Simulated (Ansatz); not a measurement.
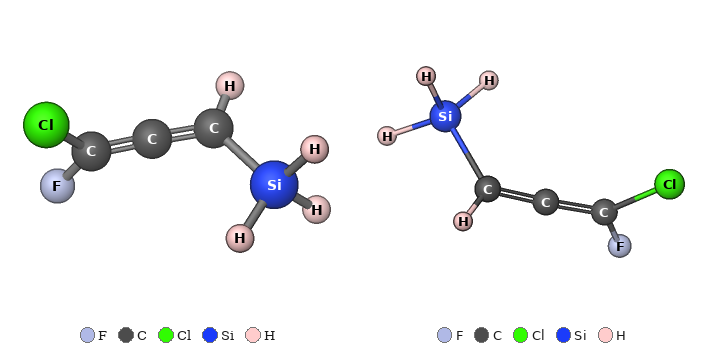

Two views of one molecule.

Identify the structure.

Formula C₃H₄ClFSi. Its SMILES string is `FC(Cl)=C=C[SiH3]`. It has no ring. Among its groups: C–F bond, C–Cl bond, Si–H bond. The point group is C1. Coordination: 2 C trigonal planar; 1 C linear; 1 Si tetrahedral.

More results for the same structure follow; atom numbers are the same in all pictures, views and colours differ. Computed geometry: PBE0-D4/def2-TZVP optimisation. No frequency run is at hand to confirm it as a minimum.

**Geometry**

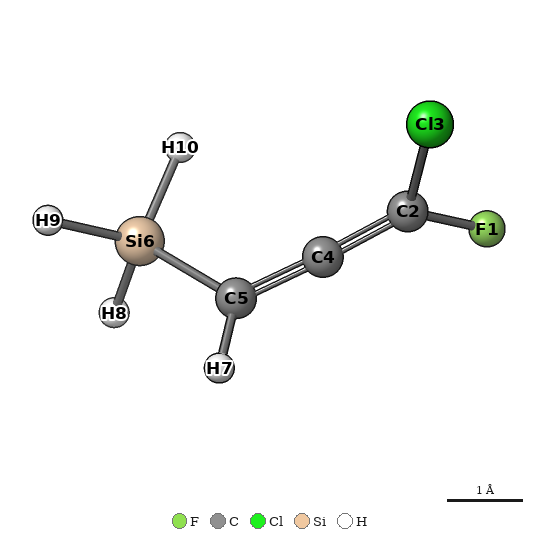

No frequency run is at hand to confirm it as a minimum.

Give these bond angles: F1–C2–Cl3, F1–C2–C4, Cl3–C2–C4, C2–C4–C5, C4–C5–Si6, C4–C5–H7, Si6–C5–H7, C5–Si6–H8, C5–Si6–H9, C5–Si6–H10.

```
     angle  degrees
 F1–C2–Cl3    112.9
  F1–C2–C4    123.1
 Cl3–C2–C4    124.0
  C2–C4–C5    177.0
 C4–C5–Si6    121.7
  C4–C5–H7    118.9
 Si6–C5–H7    119.4
 C5–Si6–H8    109.3
 C5–Si6–H9    109.3
C5–Si6–H10    109.0
```

**Electronic properties**

No frequency run is at hand to confirm it as a minimum. Method: RKS ωB97X-V/def2-TZVPP (Ansatz 0.2.0).

Computed properties:

- HOMO energy (Kohn–Sham orbital): −9.45 eV
- LUMO energy (Kohn–Sham orbital): 0.80 eV
- HOMO–LUMO gap: 10.25 eV

**Dipole moment**

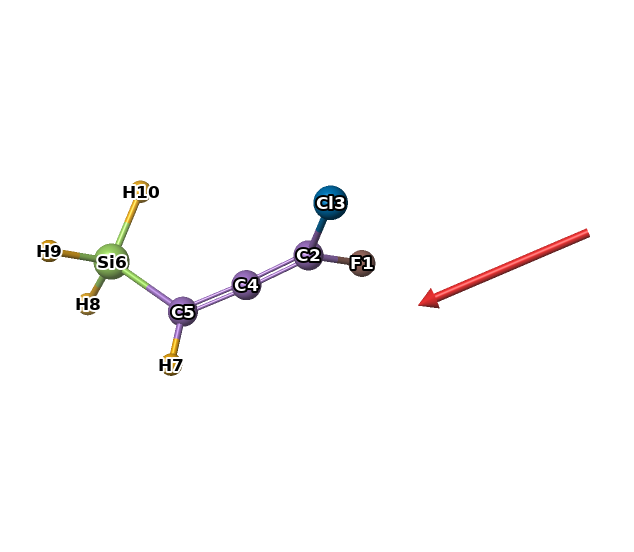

The arrow beside the molecule shows the direction of the dipole moment, from the negative to the positive end (its length means nothing). No frequency run is at hand to confirm it as a minimum. Method: RKS PBE-D4/def2-TZVPP (Ansatz 0.2.0).

Estimate the dipole moment.

Answer. 1.58 D; it points from the side of F1 to the side of H9 (the outermost atoms at the two ends).

**Charges**

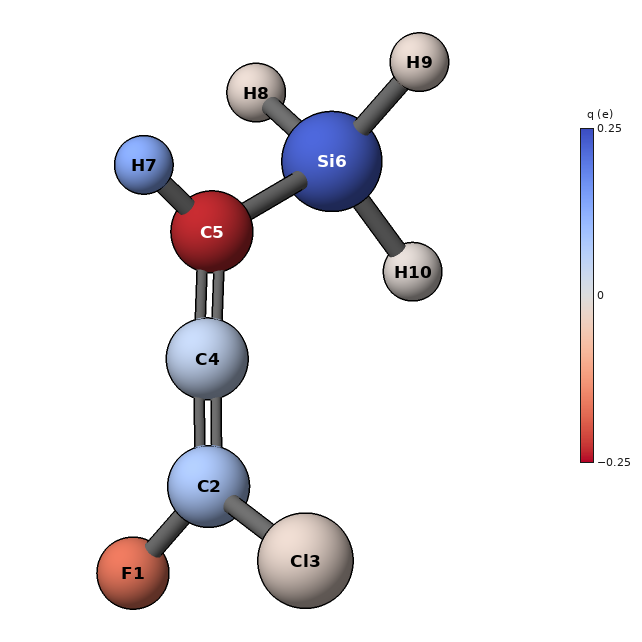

Atoms are coloured by their Mulliken charges. No frequency run is at hand to confirm it as a minimum. Method: RKS ωB97M-V/def2-TZVPP (Ansatz 0.2.0).

Give the Mulliken charges atom by atom.

| atom | value (e) |
| --- | --- |
| F1 | −0.16 |
| C2 | 0.08 |
| Cl3 | −0.02 |
| C4 | 0.04 |
| C5 | −0.23 |
| Si6 | 0.22 |
| H7 | 0.13 |
| H8 | −0.02 |
| H9 | −0.02 |
| H10 | −0.01 |

Mulliken values depend strongly on the basis set and can even reverse the polarity of a bond.
